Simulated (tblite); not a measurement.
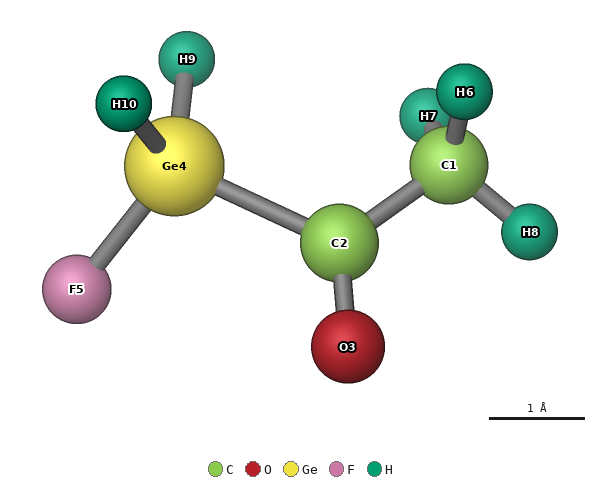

**Figure 1.** The input geometry (ball-and-stick view, seen at a tilt; atoms are numbered from 1 in the order of the input). Sticks mark near contacts. Bond lengths as drawn: C–C 1.48 Å, C–Ge 1.94 Å, C–H 1.11 to 1.12 Å, C–O 1.21 Å, F–Ge 1.75 Å and Ge–H 1.55 Å.

## C₂H₅FGeO: geometry relaxation (part 1 of 4)

System: C₂H₅FGeO, SMILES C[C](=O)[GeH2][F].
Method: GFN2-xTB geometry optimisation, gas phase (tblite 0.8.0).

It belongs to a series of runs on one base structure; here: H on Ge replaced by F.

**The program's output**
```
step      E/eV     max force
  0    -477.75250    1.139
  1    -477.80817    0.736
  2    -477.85046    0.820
  3    -477.87704    0.611
  4    -477.91507    0.809
  5    -477.95179    0.773
  6    -477.97787    0.714
  7    -477.99778    0.494
  8    -478.00835    0.365
  9    -478.01298    0.252
 10    -478.01491    0.128
 11    -478.01627    0.178
 12    -478.01782    0.195
 13    -478.01924    0.114
 14    -478.02043    0.125
 15    -478.02157    0.118
 16    -478.02280    0.162
 17    -478.02386    0.115
 18    -478.02447    0.073
 19    -478.02475    0.046
 20    -478.02495    0.069
 21    -478.02524    0.073
 22    -478.02572    0.072
 23    -478.02645    0.083
 24    -478.02731    0.097
 25    -478.02808    0.099
 26    -478.02867    0.071
 27    -478.02920    0.074
 28    -478.02975    0.077
 29    -478.03020    0.072
 30    -478.03050    0.045
 31    -478.03079    0.049
 32    -478.03120    0.069
 33    -478.03177    0.100
 34    -478.03237    0.101
 35    -478.03279    0.067
 36    -478.03302    0.045
 37    -478.03321    0.044
 38    -478.03343    0.057
 39    -478.03368    0.054
 40    -478.03397    0.056
 41    -478.03437    0.067
 42    -478.03494    0.088
 43    -478.03568    0.111
 44    -478.03659    0.105
 45    -478.03779    0.092
 46    -478.03973    0.138
 47    -478.04302    0.218
 48    -478.04607    0.256
 49    -478.01364    0.651
 50    -478.04976    0.210
 51    -478.05159    0.121
 52    -478.05579    0.215
 53    -478.05676    0.186
 54    -478.05972    0.084
 55    -478.06077    0.104
 56    -478.06402    0.185
 57    -478.06729    0.256
 58    -478.06777    0.425
 59    -478.07526    0.175
 60    -478.07873    0.148
 61    -478.07746    0.491
 62    -478.08444    0.213
 63    -478.08664    0.108
 64    -478.08867    0.266
 65    -478.09249    0.087
 66    -478.09482    0.087
 67    -478.09752    0.202
 68    -478.09941    0.090
 69    -478.10035    0.078
 70    -478.10130    0.121
 71    -478.10206    0.061
 72    -478.10262    0.053
 73    -478.10291    0.061
 74    -478.10316    0.053
 75    -478.10353    0.045
 76    -478.10378    0.047
 77    -478.10411    0.051
 78    -478.10446    0.073
 79    -478.10498    0.090
 80    -478.10580    0.097
 81    -478.10723    0.099
 82    -478.10935    0.221
 83    -478.11137    0.185
 84    -478.10281    0.824
 85    -478.11461    0.081
 86    -478.11580    0.123
 87    -478.11729    0.093
 88    -478.11757    0.042
 89    -478.11774    0.018
 90    -478.11776    0.013
 91    -478.11779    0.013
 92    -478.11782    0.016
 93    -478.11786    0.021
 94    -478.11791    0.020
 95    -478.11796    0.015
 96    -478.11800    0.013
 97    -478.11802    0.019
 98    -478.11806    0.027
 99    -478.11812    0.034
100    -478.11821    0.032
101    -478.11833    0.029
102    -478.11844    0.022
103    -478.11854    0.037
104    -478.11866    0.045
105    -478.11882    0.042
106    -478.11893    0.040
107    -478.11897    0.007
```

**Trajectory as extended XYZ (Å, eV, eV/Å), 77 of the 108 frames kept, from step=0 to step=107**
```
10
Properties=species:S:1:pos:R:3:forces:R:3 step=0 energy=-477.75250
C    -1.4570   -0.0637    0.1013   -0.7330  -0.0370  -0.3690
C    -0.2043    0.7216    0.1651   -0.1440   0.7420   0.1560
O    -0.1544    1.9002    0.4149   -0.2050  -0.0480  -0.0070
Ge    1.4287   -0.2842   -0.1449    0.5740  -0.9460   0.2690
F     2.4387    0.7709   -1.1109    0.0860  -0.3520   0.1600
H    -1.5483   -0.6380    1.0445   -0.1510   0.3710  -0.5150
H    -1.4111   -0.7920   -0.7465   -0.1070   0.5890   0.6510
H    -2.2706    0.6797   -0.0397    0.1300  -0.8390   0.2500
H     1.0741   -1.5940   -0.8953    0.3760   0.2780  -0.0860
H     2.1131   -0.6959    1.1889    0.1730   0.2410  -0.5090
10
Properties=species:S:1:pos:R:3:forces:R:3 step=1 energy=-477.80817
C    -1.4674   -0.0642    0.0960   -0.1180   0.1320  -0.0520
C    -0.2064    0.7322    0.1674   -0.1760  -0.3220  -0.0650
O    -0.1573    1.8995    0.4148   -0.1680   0.7000   0.1510
Ge    1.4369   -0.2977   -0.1410    0.2420  -0.5900   0.2250
F     2.4399    0.7659   -1.1086    0.1000  -0.3720   0.1620
H    -1.5504   -0.6327    1.0371   -0.1640   0.2800  -0.3700
H    -1.4126   -0.7836   -0.7372   -0.1030   0.3290   0.3060
H    -2.2688    0.6678   -0.0361   -0.2370  -0.5100   0.1520
H     1.0795   -1.5901   -0.8965    0.3660   0.1770  -0.1250
H     2.1155   -0.6924    1.1817    0.2580   0.1760  -0.3840
10
Properties=species:S:1:pos:R:3:forces:R:3 step=3 energy=-477.87704
C    -1.4753   -0.0565    0.0925    0.2660   0.2960   0.0900
C    -0.2139    0.7418    0.1697    0.0740  -0.1490   0.0020
O    -0.1680    1.9134    0.4178   -0.0770   0.1790   0.0230
Ge    1.4508   -0.3307   -0.1286   -0.3250   0.2220   0.0230
F     2.4455    0.7426   -1.0982    0.1000  -0.3970   0.1660
H    -1.5604   -0.6171    1.0170   -0.1300  -0.0330   0.1580
H    -1.4186   -0.7656   -0.7207   -0.0380  -0.1030  -0.2460
H    -2.2848    0.6389   -0.0271   -0.6100   0.0290   0.0180
H     1.1016   -1.5801   -0.9047    0.2950  -0.0690  -0.2210
H     2.1321   -0.6820    1.1598    0.4440   0.0250  -0.0120
10
Properties=species:S:1:pos:R:3:forces:R:3 step=4 energy=-477.91507
C    -1.4692   -0.0436    0.0946   -0.3080   0.0370  -0.1460
C    -0.2143    0.7511    0.1729    0.0050  -0.6430  -0.0960
O    -0.1756    1.9156    0.4178    0.0630   0.7940   0.1410
Ge    1.4467   -0.3380   -0.1225   -0.3180   0.2710   0.0170
F     2.4511    0.7191   -1.0880    0.1350  -0.3130   0.1050
H    -1.5693   -0.6113    1.0133   -0.0390  -0.0430   0.1940
H    -1.4226   -0.7616   -0.7221    0.0120   0.0570  -0.0860
H    -2.3127    0.6277   -0.0226   -0.2300  -0.0470   0.0290
H     1.1209   -1.5778   -0.9156    0.2480  -0.1040  -0.2060
H     2.1539   -0.6765    1.1498    0.4310  -0.0090   0.0490
10
Properties=species:S:1:pos:R:3:forces:R:3 step=6 energy=-477.97787
C    -1.4814   -0.0197    0.0921   -0.6570  -0.2530  -0.1210
C    -0.2223    0.7689    0.1808   -0.4310  -0.1530  -0.0190
O    -0.1889    1.9385    0.4203    0.2360   0.3020   0.0400
Ge    1.4286   -0.3500   -0.1046   -0.1000   0.1170   0.0720
F     2.4720    0.6496   -1.0600    0.1890  -0.0450  -0.0630
H    -1.5906   -0.5962    1.0082    0.1060  -0.0560   0.1560
H    -1.4314   -0.7443   -0.7244    0.0510   0.1330  -0.0140
H    -2.3814    0.5958   -0.0098    0.2670   0.0520  -0.0320
H     1.1792   -1.5754   -0.9506    0.1030  -0.0620  -0.0740
H     2.2250   -0.6625    1.1253    0.2350  -0.0330   0.0550
10
Properties=species:S:1:pos:R:3:forces:R:3 step=7 energy=-477.99778
C    -1.4992   -0.0165    0.0901   -0.3170  -0.1870   0.0360
C    -0.2361    0.7757    0.1841   -0.4650   0.1650   0.0310
O    -0.1882    1.9494    0.4212    0.1520  -0.1540  -0.0430
Ge    1.4190   -0.3509   -0.0963    0.0340  -0.0210   0.0840
F     2.4843    0.6227   -1.0511    0.1680   0.0440  -0.0990
H    -1.5960   -0.5922    1.0103    0.0940  -0.0600   0.0890
H    -1.4336   -0.7359   -0.7270    0.0140   0.0810  -0.0410
H    -2.4019    0.5867   -0.0062    0.1690   0.1520  -0.0690
H     1.2032   -1.5762   -0.9654    0.0510   0.0000   0.0150
H     2.2572   -0.6582    1.1178    0.1000  -0.0200  -0.0010
10
Properties=species:S:1:pos:R:3:forces:R:3 step=8 energy=-478.00835
C    -1.5134   -0.0186    0.0900   -0.0310  -0.0730   0.1180
C    -0.2517    0.7795    0.1858   -0.2820   0.2270   0.0440
O    -0.1845    1.9535    0.4212    0.0110  -0.3260  -0.0740
Ge    1.4140   -0.3502   -0.0910    0.0950  -0.0760   0.0580
F     2.4937    0.6109   -1.0490    0.1190   0.0590  -0.0830
H    -1.5965   -0.5921    1.0141    0.0470  -0.0590   0.0300
H    -1.4342   -0.7309   -0.7300   -0.0280   0.0390  -0.0450
H    -2.4088    0.5864   -0.0062    0.0100   0.1830  -0.0730
H     1.2156   -1.5770   -0.9722    0.0320   0.0340   0.0640
H     2.2748   -0.6569    1.1149    0.0270  -0.0080  -0.0390
10
Properties=species:S:1:pos:R:3:forces:R:3 step=10 energy=-478.01491
C    -1.5233   -0.0227    0.0937    0.0180   0.0480   0.0430
C    -0.2680    0.7804    0.1866    0.0510  -0.0590   0.0110
O    -0.1825    1.9497    0.4195   -0.1060  -0.0670  -0.0270
Ge    1.4146   -0.3501   -0.0874    0.0650  -0.0140  -0.0060
F     2.5028    0.6096   -1.0523    0.0440   0.0120  -0.0220
H    -1.5942   -0.5961    1.0187   -0.0250  -0.0470  -0.0090
H    -1.4356   -0.7271   -0.7333   -0.0670   0.0320   0.0040
H    -2.4094    0.5954   -0.0097   -0.0420   0.0840  -0.0210
H     1.2213   -1.5769   -0.9717    0.0380   0.0180   0.0630
H     2.2833   -0.6576    1.1135    0.0250  -0.0050  -0.0360
10
Properties=species:S:1:pos:R:3:forces:R:3 step=11 energy=-478.01627
C    -1.5253   -0.0224    0.0955   -0.0220   0.0370  -0.0070
C    -0.2707    0.7792    0.1870    0.1010  -0.1470  -0.0010
O    -0.1849    1.9472    0.4184   -0.0920   0.0540  -0.0050
Ge    1.4167   -0.3509   -0.0866    0.0390   0.0300  -0.0240
F     2.5061    0.6096   -1.0536    0.0220  -0.0040  -0.0040
H    -1.5943   -0.5982    1.0193   -0.0450  -0.0340  -0.0170
H    -1.4377   -0.7252   -0.7338   -0.0740   0.0360   0.0200
H    -2.4106    0.5994   -0.0111   -0.0040   0.0390   0.0080
H     1.2237   -1.5762   -0.9699    0.0380  -0.0020   0.0480
H     2.2859   -0.6578    1.1120    0.0370  -0.0080  -0.0180
10
Properties=species:S:1:pos:R:3:forces:R:3 step=13 energy=-478.01924
C    -1.5318   -0.0200    0.0994   -0.0400  -0.0290  -0.0580
C    -0.2726    0.7727    0.1892    0.0560  -0.0960  -0.0050
O    -0.1953    1.9419    0.4150   -0.0020   0.1140   0.0100
Ge    1.4236   -0.3512   -0.0854    0.0020   0.0850  -0.0300
F     2.5157    0.6068   -1.0559   -0.0110  -0.0120   0.0130
H    -1.5987   -0.6039    1.0190   -0.0860   0.0040  -0.0340
H    -1.4476   -0.7181   -0.7338   -0.0780   0.0060   0.0030
H    -2.4147    0.6097   -0.0126    0.0860  -0.0250   0.0700
H     1.2336   -1.5751   -0.9642    0.0250  -0.0400   0.0130
H     2.2967   -0.6582    1.1068    0.0470  -0.0060   0.0170
10
Properties=species:S:1:pos:R:3:forces:R:3 step=14 energy=-478.02043
C    -1.5348   -0.0194    0.1001   -0.0010  -0.0460  -0.0400
C    -0.2719    0.7692    0.1903   -0.0090   0.0110  -0.0020
O    -0.2004    1.9404    0.4134    0.0380   0.0420   0.0010
Ge    1.4270   -0.3495   -0.0856    0.0000   0.0590  -0.0110
F     2.5197    0.6053   -1.0566   -0.0110   0.0010   0.0060
H    -1.6029   -0.6064    1.0178   -0.0920   0.0120  -0.0330
H    -1.4542   -0.7150   -0.7339   -0.0700  -0.0210  -0.0270
H    -2.4150    0.6139   -0.0115    0.0920  -0.0220   0.0820
H     1.2386   -1.5754   -0.9613    0.0160  -0.0380   0.0070
H     2.3027   -0.6585    1.1048    0.0360   0.0030   0.0180
10
Properties=species:S:1:pos:R:3:forces:R:3 step=15 energy=-478.02157
C    -1.5370   -0.0197    0.1002    0.0420  -0.0440  -0.0120
C    -0.2713    0.7663    0.1913   -0.0590   0.1020  -0.0030
O    -0.2043    1.9393    0.4118    0.0610  -0.0380  -0.0070
Ge    1.4301   -0.3466   -0.0861    0.0020   0.0090   0.0140
F     2.5229    0.6044   -1.0573   -0.0050   0.0190  -0.0070
H    -1.6084   -0.6085    1.0162   -0.0840   0.0080  -0.0250
H    -1.4614   -0.7129   -0.7348   -0.0550  -0.0440  -0.0550
H    -2.4132    0.6177   -0.0091    0.0680  -0.0030   0.0780
H     1.2432   -1.5765   -0.9582    0.0110  -0.0240   0.0080
H     2.3083   -0.6587    1.1034    0.0200   0.0150   0.0090
10
Properties=species:S:1:pos:R:3:forces:R:3 step=17 energy=-478.02386
C    -1.5391   -0.0228    0.0995    0.0500  -0.0030   0.0190
C    -0.2723    0.7627    0.1922   -0.0430   0.1050  -0.0190
O    -0.2084    1.9373    0.4087    0.0510  -0.0900  -0.0060
Ge    1.4365   -0.3406   -0.0865   -0.0020  -0.0810   0.0430
F     2.5290    0.6050   -1.0597    0.0010   0.0390  -0.0200
H    -1.6244   -0.6133    1.0119   -0.0280  -0.0160   0.0000
H    -1.4794   -0.7114   -0.7399   -0.0090  -0.0380  -0.0580
H    -2.4051    0.6262    0.0003   -0.0210   0.0370   0.0370
H     1.2523   -1.5801   -0.9506    0.0070   0.0090   0.0130
H     2.3198   -0.6584    1.1015   -0.0060   0.0390  -0.0090
10
Properties=species:S:1:pos:R:3:forces:R:3 step=18 energy=-478.02447
C    -1.5391   -0.0240    0.0991    0.0100   0.0120   0.0070
C    -0.2734    0.7627    0.1917    0.0020   0.0220  -0.0230
O    -0.2081    1.9364    0.4081    0.0330  -0.0430   0.0010
Ge    1.4381   -0.3404   -0.0857   -0.0060  -0.0670   0.0290
F     2.5307    0.6062   -1.0608   -0.0110   0.0270  -0.0100
H    -1.6299   -0.6150    1.0106   -0.0010  -0.0200   0.0000
H    -1.4849   -0.7118   -0.7426    0.0030  -0.0100  -0.0290
H    -2.4025    0.6291    0.0043   -0.0360   0.0330   0.0190
H     1.2550   -1.5811   -0.9482    0.0080   0.0070   0.0100
H     2.3230   -0.6574    1.1010   -0.0030   0.0390  -0.0040
10
Properties=species:S:1:pos:R:3:forces:R:3 step=20 energy=-478.02495
C    -1.5396   -0.0241    0.0987   -0.0330   0.0120  -0.0140
C    -0.2739    0.7627    0.1902    0.0280  -0.0620  -0.0090
O    -0.2060    1.9351    0.4080    0.0220   0.0100   0.0040
Ge    1.4385   -0.3433   -0.0839   -0.0050   0.0000  -0.0070
F     2.5308    0.6075   -1.0615   -0.0360   0.0000   0.0130
H    -1.6329   -0.6166    1.0096    0.0190  -0.0090  -0.0150
H    -1.4878   -0.7120   -0.7451    0.0000   0.0280   0.0090
H    -2.4029    0.6316    0.0076   -0.0130   0.0070   0.0060
H     1.2574   -1.5816   -0.9467    0.0090  -0.0160  -0.0020
H     2.3253   -0.6546    1.1005    0.0090   0.0310   0.0130
10
Properties=species:S:1:pos:R:3:forces:R:3 step=21 energy=-478.02524
C    -1.5406   -0.0236    0.0983   -0.0370   0.0070  -0.0160
C    -0.2735    0.7616    0.1891    0.0180  -0.0700   0.0060
O    -0.2040    1.9338    0.4080    0.0210   0.0120   0.0000
Ge    1.4386   -0.3456   -0.0828    0.0000   0.0330  -0.0220
F     2.5298    0.6083   -1.0615   -0.0470  -0.0120   0.0210
H    -1.6340   -0.6179    1.0086    0.0240   0.0010  -0.0240
H    -1.4893   -0.7113   -0.7465   -0.0080   0.0430   0.0190
H    -2.4040    0.6335    0.0098    0.0070  -0.0090   0.0010
H     1.2591   -1.5823   -0.9460    0.0090  -0.0300  -0.0080
H     2.3268   -0.6518    1.1005    0.0120   0.0250   0.0220
10
Properties=species:S:1:pos:R:3:forces:R:3 step=23 energy=-478.02645
C    -1.5463   -0.0213    0.0962   -0.0010  -0.0060   0.0020
C    -0.2707    0.7533    0.1853   -0.0330  -0.0190   0.0590
O    -0.1940    1.9254    0.4069    0.0150  -0.0210  -0.0150
Ge    1.4401   -0.3524   -0.0799    0.0110   0.0740  -0.0370
F     2.5220    0.6121   -1.0607   -0.0590  -0.0270   0.0230
H    -1.6389   -0.6245    1.0016    0.0310   0.0220  -0.0330
H    -1.4994   -0.7051   -0.7524   -0.0370   0.0640   0.0120
H    -2.4070    0.6429    0.0201    0.0520  -0.0410  -0.0200
H     1.2680   -1.5881   -0.9418    0.0140  -0.0580  -0.0170
H     2.3351   -0.6375    1.1022    0.0060   0.0120   0.0270
10
Properties=species:S:1:pos:R:3:forces:R:3 step=24 energy=-478.02731
C    -1.5504   -0.0198    0.0946    0.0310  -0.0100   0.0190
C    -0.2689    0.7457    0.1837   -0.0500   0.0300   0.0770
O    -0.1859    1.9180    0.4055    0.0050  -0.0360  -0.0180
Ge    1.4419   -0.3558   -0.0786    0.0090   0.0490  -0.0240
F     2.5144    0.6154   -1.0600   -0.0490  -0.0190   0.0060
H    -1.6424   -0.6296    0.9954    0.0300   0.0210  -0.0180
H    -1.5088   -0.6990   -0.7571   -0.0470   0.0590  -0.0130
H    -2.4074    0.6501    0.0279    0.0570  -0.0440  -0.0330
H     1.2750   -1.5942   -0.9382    0.0210  -0.0580  -0.0130
H     2.3413   -0.6261    1.1044   -0.0070   0.0070   0.0170
10
Properties=species:S:1:pos:R:3:forces:R:3 step=25 energy=-478.02808
C    -1.5534   -0.0187    0.0935    0.0500  -0.0100   0.0270
C    -0.2678    0.7387    0.1835   -0.0380   0.0600   0.0690
O    -0.1787    1.9111    0.4040   -0.0080  -0.0250  -0.0100
Ge    1.4439   -0.3579   -0.0781   -0.0030  -0.0010   0.0000
F     2.5067    0.6185   -1.0595   -0.0290  -0.0030  -0.0180
H    -1.6451   -0.6341    0.9895    0.0240   0.0070   0.0080
H    -1.5183   -0.6925   -0.7617   -0.0440   0.0450  -0.0390
H    -2.4062    0.6561    0.0343    0.0390  -0.0310  -0.0370
H     1.2815   -1.6008   -0.9348    0.0290  -0.0440  -0.0030
H     2.3464   -0.6158    1.1067   -0.0190   0.0040   0.0030
10
Properties=species:S:1:pos:R:3:forces:R:3 step=27 energy=-478.02920
C    -1.5552   -0.0181    0.0932    0.0230  -0.0060   0.0120
C    -0.2673    0.7310    0.1865    0.0250   0.0340   0.0080
O    -0.1703    1.9031    0.4021   -0.0270   0.0380   0.0200
Ge    1.4459   -0.3610   -0.0774   -0.0260  -0.0640   0.0260
F     2.4951    0.6227   -1.0604   -0.0050   0.0140  -0.0440
H    -1.6471   -0.6399    0.9828    0.0100  -0.0260   0.0380
H    -1.5329   -0.6813   -0.7696   -0.0080   0.0170  -0.0490
H    -2.4022    0.6623    0.0404   -0.0080   0.0060  -0.0180
H     1.2915   -1.6117   -0.9301    0.0380  -0.0110   0.0190
H     2.3514   -0.6026    1.1100   -0.0230  -0.0020  -0.0110
10
Properties=species:S:1:pos:R:3:forces:R:3 step=28 energy=-478.02975
C    -1.5556   -0.0178    0.0934   -0.0050  -0.0020  -0.0040
C    -0.2668    0.7284    0.1887    0.0430   0.0040  -0.0260
O    -0.1666    1.9004    0.4017   -0.0300   0.0620   0.0340
Ge    1.4460   -0.3645   -0.0762   -0.0250  -0.0550   0.0210
F     2.4887    0.6246   -1.0618   -0.0070   0.0060  -0.0420
H    -1.6473   -0.6431    0.9804    0.0040  -0.0320   0.0290
H    -1.5403   -0.6746   -0.7749    0.0190   0.0100  -0.0300
H    -2.4006    0.6648    0.0426   -0.0190   0.0170   0.0020
H     1.2980   -1.6178   -0.9278    0.0380  -0.0010   0.0270
H     2.3535   -0.5957    1.1112   -0.0180  -0.0090  -0.0090
10
Properties=species:S:1:pos:R:3:forces:R:3 step=30 energy=-478.03050
C    -1.5564   -0.0170    0.0934   -0.0200   0.0090  -0.0140
C    -0.2651    0.7268    0.1906    0.0040  -0.0110  -0.0370
O    -0.1626    1.8988    0.4031   -0.0190   0.0260   0.0310
Ge    1.4446   -0.3722   -0.0734   -0.0020   0.0180  -0.0090
F     2.4789    0.6258   -1.0650   -0.0240  -0.0220  -0.0230
H    -1.6467   -0.6483    0.9779    0.0010  -0.0130  -0.0190
H    -1.5483   -0.6645   -0.7831    0.0440   0.0060   0.0090
H    -2.4008    0.6677    0.0460   -0.0040   0.0140   0.0290
H     1.3094   -1.6261   -0.9243    0.0280  -0.0070   0.0280
H     2.3559   -0.5864    1.1124   -0.0070  -0.0200   0.0050
10
Properties=species:S:1:pos:R:3:forces:R:3 step=31 energy=-478.03079
C    -1.5569   -0.0165    0.0932   -0.0090   0.0110  -0.0100
C    -0.2644    0.7271    0.1902   -0.0280   0.0040  -0.0170
O    -0.1624    1.8990    0.4045   -0.0100  -0.0110   0.0190
Ge    1.4440   -0.3745   -0.0726    0.0070   0.0450  -0.0180
F     2.4756    0.6253   -1.0668   -0.0270  -0.0290  -0.0170
H    -1.6465   -0.6502    0.9769    0.0030   0.0010  -0.0400
H    -1.5491   -0.6614   -0.7854    0.0410   0.0060   0.0170
H    -2.4014    0.6687    0.0476    0.0060   0.0060   0.0320
H     1.3138   -1.6286   -0.9226    0.0200  -0.0130   0.0250
H     2.3563   -0.5844    1.1126   -0.0040  -0.0210   0.0100
10
Properties=species:S:1:pos:R:3:forces:R:3 step=32 energy=-478.03120
C    -1.5578   -0.0156    0.0927    0.0080   0.0130  -0.0060
C    -0.2639    0.7272    0.1893   -0.0590   0.0240   0.0140
O    -0.1623    1.8990    0.4067    0.0020  -0.0530   0.0030
Ge    1.4434   -0.3767   -0.0719    0.0140   0.0640  -0.0220
F     2.4702    0.6244   -1.0700   -0.0230  -0.0300  -0.0150
H    -1.6465   -0.6531    0.9746    0.0070   0.0160  -0.0580
H    -1.5500   -0.6568   -0.7887    0.0310   0.0050   0.0200
H    -2.4018    0.6708    0.0508    0.0130  -0.0040   0.0310
H     1.3206   -1.6325   -0.9191    0.0100  -0.0170   0.0210
H     2.3569   -0.5820    1.1131   -0.0040  -0.0180   0.0120
```
